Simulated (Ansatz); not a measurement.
# AlP2H (triplet): correlated methods under varied settings at a displaced geometry (v2)

What do other methods and options give for AlP2H (triplet) at this geometry, and how long do they take?

Method: the settings change from run to run; program: Ansatz 0.2.0, Gaussian basis.

30 further runs of the same task are left out: 4 for a known fault of the program, 9 that didn't finish, 17 set aside as unsound or not needed.

**1. What is computed**

The geometry is a PBE0/def2-TZVP stationary point (not a proven minimum) with its atoms shifted at random (size 0.100 Å).

4 atoms, charge 0, spin multiplicity 3.

Atoms are counted from 1 here; the program's logs count them from 0.

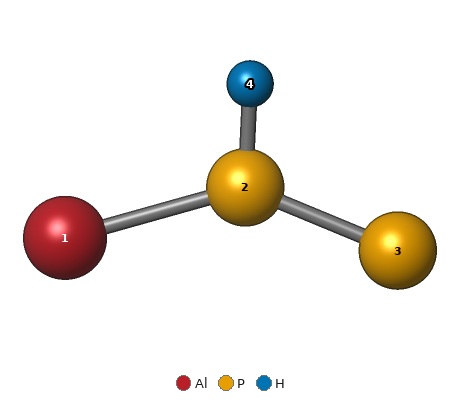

The structure; aluminium red, phosphorus amber, hydrogen blue; atoms are numbered from 1 in the order of the file.

**2. BCCD(T) on ROHF/6-31G**

The input, in.yaml:

```yaml
crystal:
  periodic: [false, false, false]
  atoms:
    - {symbol: Al, position_ang: [0.087233, -0.256343, 2.262593]}
    - {symbol: P, position_ang: [-0.077641, 0.450318, -0.001739]}
    - {symbol: P, position_ang: [-0.001020, -0.284933, -1.968203]}
    - {symbol: H, position_ang: [0.082088, 1.779765, -0.031470]}
basis:
  gaussian: {orbitals: 6-31G}
magnetization: {spin_polarized: false, initial_magnetization: 2}
correlation: {method: bccd_t, electrons: outside_noble_gas}
```

Launch:

```sh
$ ansatz run in.yaml --threads 1 --pin off --events-out ev --progress --plain --max-ram 2393MiB
```

Log (excerpt; [...] marks lines left out):

```text
Functional definition: HF
  name "HF"
  cite "Fock, Z. Phys. 61, 126 (1930) doi:10.1007/BF01340294"
  parent pbe
[...]
450 factors; integrals over basis functions are off by at most 2.1e-4 eV
[...]
mean field -25138.38339242 eV, -923.8185502631 hartree, gradient 3.7e-6 eV, S^2 2.000000; 4 other end points of the search recorded, 0 dependent functions left out
[...]
determinant -25138.38339242 eV, -923.8185502631 hartree, with singles and doubles -25142.26513851 eV, -923.9612018010 hartree
determinant -25135.07526550 eV, -923.6969788414 hartree, with singles and doubles -25139.39217794 eV, -923.8556224474 hartree
determinant -25134.96268363 eV, -923.6928415338 hartree, with singles and doubles -25139.45890382 eV, -923.8580745782 hartree
15 core orbitals not correlated: weight in the atoms' cores, before any rotation towards them, 1.000 or more for the frozen orbitals, at most 0.000 for the correlated occupied ones
reference -25138.38339242 eV, -923.8185502631 hartree; 8, 6 occupied and 18, 20 virtual orbitals, 450 factors
second order -2.94654605 eV of doubles, -0.05269368 eV of singles
cycle   1  -3.87416083 eV  change    7.6e-3 eV  update   1.4e-2
[...]
cycle  10  -3.86973445 eV  change    5.0e-6 eV  update   1.6e-5
perturbative correction -0.12009535 eV, -0.0044134227 hartree
Total energy: -25142.37322222 eV, -923.9651738038 hartree
```

Run time: 2.6 s. Hardware: 1 thread of Arm Neoverse V2, shared host.

From the report: correlation -3.9898 eV; largest double amplitude 0.08.

**3. CCSD(T) on ROHF/cc-pVDZ**

in.yaml, as its differences from that of step 2:

```diff
@@ -8,4 +8,4 @@
 basis:
-  gaussian: {orbitals: 6-31G}
+  gaussian: {orbitals: cc-pVDZ}
 magnetization: {spin_polarized: false, initial_magnetization: 2}
-correlation: {method: bccd_t, electrons: outside_noble_gas}
+correlation: {method: ccsd_t, electrons: valence}
```

Same command.

Log (excerpt; [...] marks lines left out):

```text
Functional definition: HF
  name "HF"
  cite "Fock, Z. Phys. 61, 126 (1930) doi:10.1007/BF01340294"
  parent pbe
[...]
610 factors; integrals over basis functions are off by at most 1.0e-3 eV
[...]
mean field -25141.40866703 eV, -923.9297270546 hartree, gradient 1.8e-6 eV, S^2 2.000000; 2 other end points of the search recorded, 0 dependent functions left out
[...]
15 core orbitals not correlated: weight in the atoms' cores, before any rotation towards them, 1.000 or more for the frozen orbitals, at most 0.000 for the correlated occupied ones
reference -25141.40866703 eV, -923.9297270546 hartree; 8, 6 occupied and 36, 38 virtual orbitals, 610 factors
second order -6.68823867 eV of doubles, -0.10257235 eV of singles
cycle   1  -7.57060280 eV  change   -7.8e-1 eV  update   1.0e-1
[...]
cycle  13  -7.99264969 eV  change   -9.6e-6 eV  update   1.3e-5
perturbative correction -0.31334913 eV, -0.0115153680 hartree
Total energy: -25149.71466584 eV, -924.2349668809 hartree
```

It took 7.5 s on 1 thread of Arm Neoverse V2, shared host.

From the report: correlation -8.3060 eV; T1 0.034; largest double amplitude 0.07.

**4. CCSD(T) on ROHF/6-31G**

in.yaml, as its differences from that of step 3:

```diff
@@ -8,4 +8,4 @@
 basis:
-  gaussian: {orbitals: cc-pVDZ}
+  gaussian: {orbitals: 6-31G}
 magnetization: {spin_polarized: false, initial_magnetization: 2}
-correlation: {method: ccsd_t, electrons: valence}
+correlation: {method: ccsd_t, electrons: outside_noble_gas}
```

The command is unchanged.

Log (excerpt; [...] marks lines left out):

```text
Functional definition: HF
  name "HF"
  cite "Fock, Z. Phys. 61, 126 (1930) doi:10.1007/BF01340294"
  parent pbe
[...]
450 factors; integrals over basis functions are off by at most 2.1e-4 eV
[...]
mean field -25138.38339242 eV, -923.8185502631 hartree, gradient 3.7e-6 eV, S^2 2.000000; 4 other end points of the search recorded, 0 dependent functions left out
[...]
determinant -25138.38339242 eV, -923.8185502631 hartree, with singles and doubles -25142.26513851 eV, -923.9612018010 hartree
determinant -25135.07526550 eV, -923.6969788414 hartree, with singles and doubles -25139.39217794 eV, -923.8556224474 hartree
determinant -25134.96268363 eV, -923.6928415338 hartree, with singles and doubles -25139.45890382 eV, -923.8580745782 hartree
15 core orbitals not correlated: weight in the atoms' cores, before any rotation towards them, 1.000 or more for the frozen orbitals, at most 0.000 for the correlated occupied ones
reference -25138.38339242 eV, -923.8185502631 hartree; 8, 6 occupied and 18, 20 virtual orbitals, 450 factors
second order -2.94654605 eV of doubles, -0.05269368 eV of singles
cycle   1  -3.88180206 eV  change   -5.6e-5 eV  update   2.3e-3
[...]
cycle   9  -3.88340216 eV  change    4.3e-6 eV  update   8.1e-6
perturbative correction -0.10644270 eV, -0.0039116971 hartree
Total energy: -25142.37323728 eV, -923.9651743574 hartree
```

Run time: 2.4 s. Hardware: 1 thread of Arm Neoverse V2, shared host.

From the report: correlation -3.9898 eV; T1 0.035; largest double amplitude 0.08.

**5. BCCD(T)/cc-pVDZ**

in.yaml, as its differences from that of step 4:

```diff
@@ -8,4 +8,5 @@
 basis:
-  gaussian: {orbitals: 6-31G}
-magnetization: {spin_polarized: false, initial_magnetization: 2}
-correlation: {method: ccsd_t, electrons: outside_noble_gas}
+  gaussian: {orbitals: cc-pVDZ}
+magnetization: {spin_polarized: true, initial_magnetization: 2}
+hamiltonian: {xc: {name: r2SCAN}}
+correlation: {method: bccd_t, electrons: outside_noble_gas}
```

The command is unchanged.

Log (excerpt; [...] marks lines left out):

```text
Functional definition: r2SCAN
  name "r2SCAN"
  cite "Furness, Kaplan, Ning, Perdew & Sun, J. Phys. Chem. Lett. 11, 8208 (2020) doi:10.1021/acs.jpclett.0c02405"
  cite "Furness, Kaplan, Ning, Perdew & Sun, J. Phys. Chem. Lett. 11, 9248 (2020) doi:10.1021/acs.jpclett.0c03077"
  parent r2scan
[...]
610 factors; integrals over basis functions are off by at most 1.0e-3 eV
[...]
mean field -25186.44359352 eV, -925.5847300772 hartree, gradient 7.1e-6 eV, S^2 2.018220; 5 other end points of the search recorded, 0 dependent functions left out
15 core orbitals not correlated: weight in the atoms' cores, before any rotation towards them, 1.000 or more for the frozen orbitals, at most 0.000 for the correlated occupied ones
reference -25140.97110558 eV, -923.9136469676 hartree; 8, 6 occupied and 36, 38 virtual orbitals, 610 factors
second order -7.19548421 eV of doubles, -0.30601690 eV of singles
cycle   1  -7.93162678 eV  change   -4.3e-1 eV  update   9.8e-2
[...]
cycle  14  -8.31782467 eV  change   -2.9e-6 eV  update   1.1e-5
perturbative correction -0.33286253 eV, -0.0122324725 hartree
Total energy: -25149.62179278 eV, -924.2315538589 hartree
```

It took 16 s on 1 thread of Arm Neoverse V2, shared host.

From the report: ⟨S²⟩ of the determinant 2.018 (pure triplet: 2.00); correlation -8.6507 eV; largest double amplitude 0.08.

**6. BCCD(T) on UHF/def2-SVP**

in.yaml, as its differences from that of step 5:

```diff
@@ -8,5 +8,4 @@
 basis:
-  gaussian: {orbitals: cc-pVDZ}
+  gaussian: {orbitals: def2-SVP}
 magnetization: {spin_polarized: true, initial_magnetization: 2}
-hamiltonian: {xc: {name: r2SCAN}}
 correlation: {method: bccd_t, electrons: outside_noble_gas}
```

The command is unchanged.

Log (excerpt; [...] marks lines left out):

```text
Functional definition: HF
  name "HF"
  cite "Fock, Z. Phys. 61, 126 (1930) doi:10.1007/BF01340294"
  parent pbe
[...]
529 factors; integrals over basis functions are off by at most 1.0e-3 eV
[...]
mean field -25133.43580193 eV, -923.6367296662 hartree, gradient 2.3e-7 eV, S^2 2.063631; 13 other end points of the search recorded, 0 dependent functions left out
determinant -25133.43580193 eV, -923.6367296662 hartree, with singles and doubles -25141.03170303 eV, -923.9158738830 hartree
determinant -25133.43550157 eV, -923.6367186281 hartree, with singles and doubles -25141.03243803 eV, -923.9159008936 hartree
determinant -25131.88318746 eV, -923.5796721370 hartree, with singles and doubles -25139.33663878 eV, -923.8535814206 hartree
determinant -25131.64395323 eV, -923.5708804411 hartree, with singles and doubles -25138.71331209 eV, -923.8306745874 hartree
determinant -25131.18455086 eV, -923.5539977155 hartree, with singles and doubles -25138.55364356 eV, -923.8248068771 hartree
determinant -25130.96187440 eV, -923.5458145065 hartree, with singles and doubles -25138.01444233 eV, -923.8049915976 hartree
determinant -25133.43580193 eV, -923.6367296662 hartree, with singles and doubles -25141.03499840 eV, -923.9159949858 hartree
determinant -25133.43550157 eV, -923.6367186281 hartree, with singles and doubles -25141.03544076 eV, -923.9160112420 hartree
15 core orbitals not correlated: weight in the atoms' cores, before any rotation towards them, 1.000 or more for the frozen orbitals, at most 0.000 for the correlated occupied ones
reference -25133.43550157 eV, -923.6367186281 hartree; 8, 6 occupied and 36, 38 virtual orbitals, 529 factors
second order -6.36742204 eV of doubles, -0.00000000 eV of singles
cycle   1  -7.58514761 eV  change    1.5e-2 eV  update   1.0e-2
[...]
cycle  11  -7.58005214 eV  change   -2.4e-6 eV  update   1.3e-5
perturbative correction -0.32390566 eV, -0.0119033136 hartree
Total energy: -25141.33945938 eV, -923.9271837201 hartree
```

Run time: 18 s. Hardware: 1 thread of Arm Neoverse V2, shared host.

From the report: ⟨S²⟩ of the determinant 2.055 (pure triplet: 2.00); correlation -7.9040 eV; largest double amplitude 0.08.

**7. All runs side by side**

Where basis and cores are those of an earlier UCCSDT(Q)/cc-pVDZ run (-25149.7919 eV), and the state is the same kind, the miss against it is given.

| level | correlated | functions | energy (eV) | from UCCSDT(Q) (meV) | time |
| --- | --- | --- | --- | --- | --- |
| BCCD(T) on ROHF/6-31G | outside noble gas | 41 | -25142.3732 |  | 2.6 s |
| CCSD(T) on ROHF/cc-pVDZ | valence | 59 | -25149.7147 | 77.2 | 7.5 s |
| CCSD(T) on ROHF/6-31G | outside noble gas | 41 | -25142.3732 |  | 2.4 s |
| BCCD(T)/cc-pVDZ (on r2SCAN orbitals) | outside noble gas | 59 | -25149.6218 | 170.1 | 16 s |
| BCCD(T) on UHF/def2-SVP | outside noble gas | 59 | -25141.3395 |  | 18 s |

**8. Results**

| quantity | value |
| --- | --- |
| runs | 5 |
| quickest | CCSD(T) on ROHF/6-31G, 2.4 s |
| slowest | BCCD(T) on UHF/def2-SVP, 18 s |

**Reading.** Total energies in different bases, with other cores or another treatment of relativity can't be set against each other. BCCD(T) on UHF/def2-SVP took 8 times as long as CCSD(T) on ROHF/6-31G; the jobs differ in more than the method. Among the correlated runs with a miss given, it spans +77 to +170 meV. Cores frozen from Kohn-Sham orbitals shift the total energy.
